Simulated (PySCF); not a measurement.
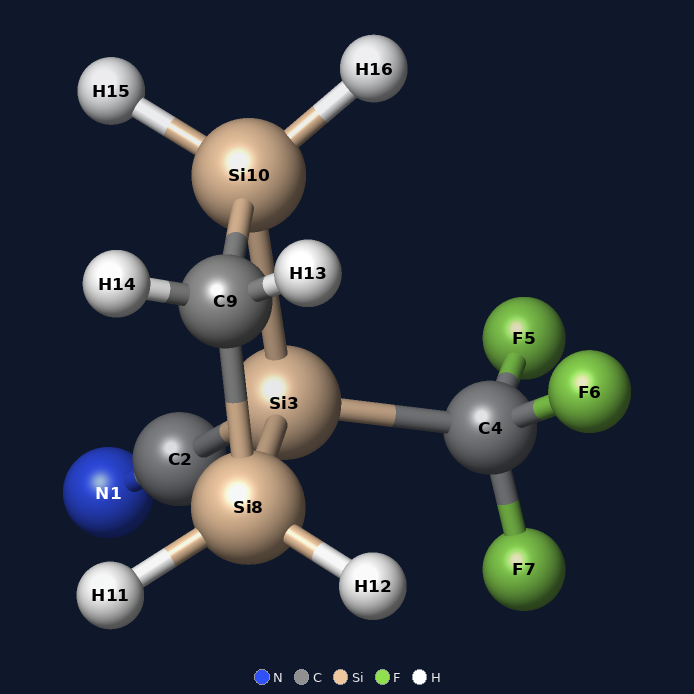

The computed structure is the end point of a GFN2-xTB optimisation. No frequency run is at hand to confirm it as a minimum. Electric field gradients from the ground-state density, PBE0/pcSseg-1 (PySCF 2.14.0), non-relativistic apart from any core potentials.

Give the largest field-gradient component, the quadrupole coupling constant and the asymmetry for 14N at N1 (Q = 20.44 mb).

```
atom  V_zz (a.u.)  e²qQ/h (MHz)     η
  N1       −1.154         −5.54  0.01
```

The geometry is semi-empirical. Around Si such bond lengths and angles can be off by a tenth of an ångström or more and by several degrees, and values that hang on the shape move with them.
